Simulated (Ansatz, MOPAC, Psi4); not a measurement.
SiAsNH6 (SMILES N[AsH][SiH3]): the zero-point energy at each level's own minimum, rung by rung

The runs start from one conformer, not always the lowest.

SiAsNH6, singlet, SMILES `N[AsH][SiH3]`. Each level relaxes the structure for itself.

Quantity: the zero-point energy at each level's own minimum, in kJ/mol. The values are calculated.

| level | kind | program | value (kJ/mol) |
| --- | --- | --- | --- |
| PM6 | semi-empirical | MOPAC | 142.2 |
| PM6-D3H4 | semi-empirical | MOPAC | 142.7 |
| PM6-D3H4X | semi-empirical | MOPAC | 142.7 |
| PM7 | semi-empirical | MOPAC | 143.8 |
| HF/STO-3G | Hartree–Fock | Ansatz | 192.3 |
| HF/3-21G | Hartree–Fock | Ansatz | 162.8 |
| HF/6-31G* (Cartesian functions) | Hartree–Fock | Ansatz | 168.2 |
| PBE/def2-SVP | GGA | Ansatz | 149.8 |
| r2SCAN-D4/def2-SVP (density fitting) | meta-GGA | Psi4 | 154.5 |
| PBE0-D4/def2-TZVP | global hybrid | Ansatz | 155.3 |

All-electron rows without a relativistic Hamiltonian named are non-relativistic. Harmonic and unscaled. The values span 142.2 to 192.3 kJ/mol. Without the sets that lack polarisation functions the rows with a basis span only 149.8 to 168.2 kJ/mol.

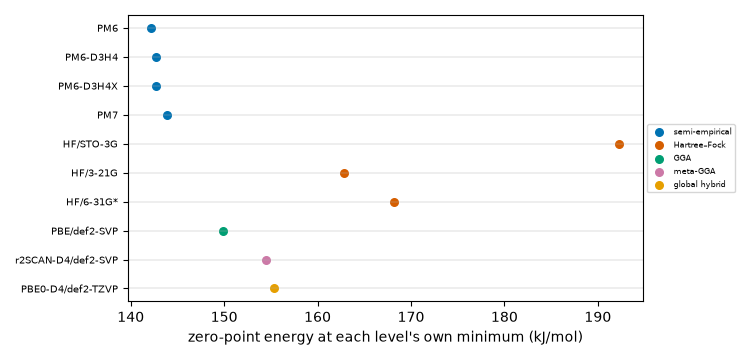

The values of the table, level by level.
